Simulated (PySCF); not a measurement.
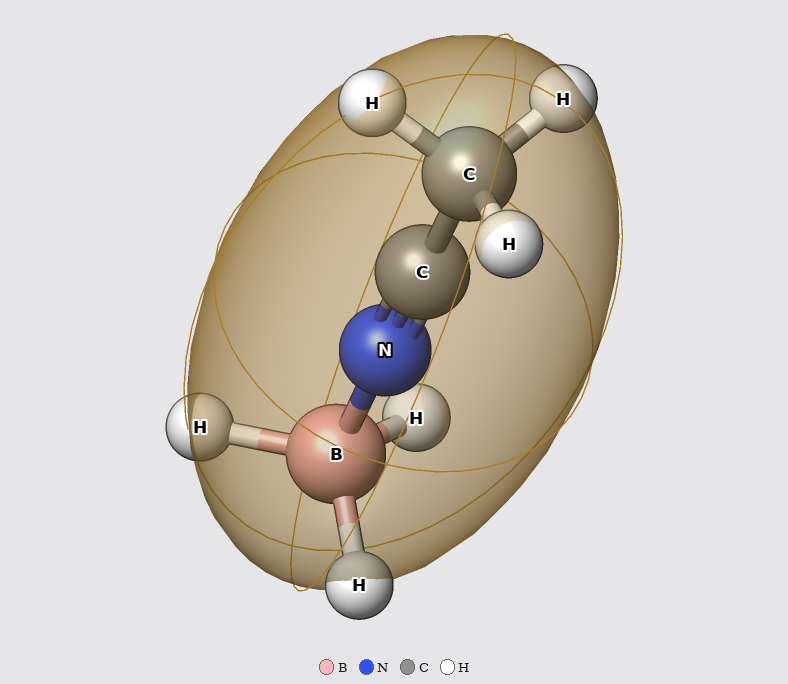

The ellipsoid shows the static dipole polarisability: its half-axes are proportional to the principal values. The computed structure is the end point of a PBE0-D3(BJ)/def2-SVP optimisation. No frequency run is at hand to confirm it as a minimum. Method: PBE0/def2-SVPD (PySCF 2.14.0).

How large and how anisotropic is the polarisability?

Principal values 41.4, 41.4, 82.6 bohr³; mean 55.1 bohr³ (8.17 Å³); anisotropy 41.2 bohr³, so the longest axis is 2.00 times the shortest.
